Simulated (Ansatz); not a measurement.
## BH3Br− (SMILES [BH3-]Br): methods side by side

BH3Br− has 5 atoms, charge -1, and is taken as a singlet. As SMILES, `[BH3-]Br`. The coordinates come from a GFN2-xTB relaxation.

```xyz
5

B     0.1055   -0.0473    0.1457
Br   -1.0442    0.4678   -1.4413
H     1.2341   -0.2172   -0.2603
H    -0.3525   -1.0667    0.6130
H     0.0571    0.8634    0.9429
```

Each level gives the vertical detachment energy (to the doublet neutral) (eV). The values are calculated.

```json
{"level": "SVWN5/STO-3G", "kind": "LDA", "program": "Ansatz", "value (eV)": "0.55", "less FCI/STO-3G": "+0.25", "CPU time (all runs)": "4.9 s"}
{"level": "revPBE/STO-3G", "kind": "GGA", "program": "Ansatz", "value (eV)": "0.61", "less FCI/STO-3G": "+0.31", "CPU time (all runs)": "10 s"}
{"level": "r2SCAN/STO-3G", "kind": "meta-GGA", "program": "Ansatz", "value (eV)": "0.89", "less FCI/STO-3G": "+0.59", "CPU time (all runs)": "25 s"}
{"level": "BHLYP/STO-3G", "kind": "global hybrid", "program": "Ansatz", "value (eV)": "1.10", "less FCI/STO-3G": "+0.80", "CPU time (all runs)": "31 s"}
{"level": "CAM-B3LYP/STO-3G", "kind": "range-separated hybrid", "program": "Ansatz", "value (eV)": "1.06", "less FCI/STO-3G": "+0.76", "CPU time (all runs)": "26 s"}
{"level": "B2PLYP/STO-3G", "kind": "double hybrid", "program": "Ansatz", "value (eV)": "0.80", "less FCI/STO-3G": "+0.50", "CPU time (all runs)": "40 s"}
{"level": "CCSDT/STO-3G", "kind": "coupled cluster or CI", "program": "Ansatz", "value (eV)": "0.30", "less FCI/STO-3G": "0.00", "CPU time (all runs)": "5.9 s"}
{"level": "FCI/STO-3G", "kind": "exact in the basis", "program": "Ansatz", "value (eV)": "0.30", "less FCI/STO-3G": "0.00", "CPU time (all runs)": "2.3 min"}
```

FCI/STO-3G is exact within its basis and frozen core, so for wave-function methods in that basis the difference is their error; functionals converge differently with the basis, so for them it is only a difference. All-electron rows without a relativistic Hamiltonian named are non-relativistic. Spin-orbit coupling, which can split open shells on such heavy atoms by tenths of an eV, is left out. Sets without diffuse functions describe the anion poorly. The values span 0.30 to 1.10 eV. All rows use very small basis sets, so even the best lies far from the true value. In the correlated wave-function rows the outer d shell of Br is correlated, in sets not made for it. Times are those of the runs behind each value, whatever else they computed, on shared processors of several kinds: orders of magnitude only.

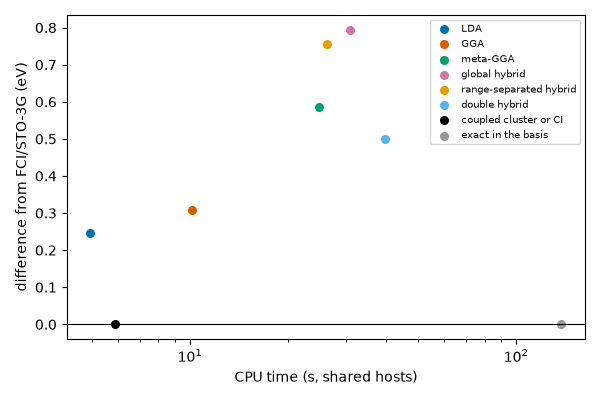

Difference from FCI/STO-3G against processor time, one point a level.
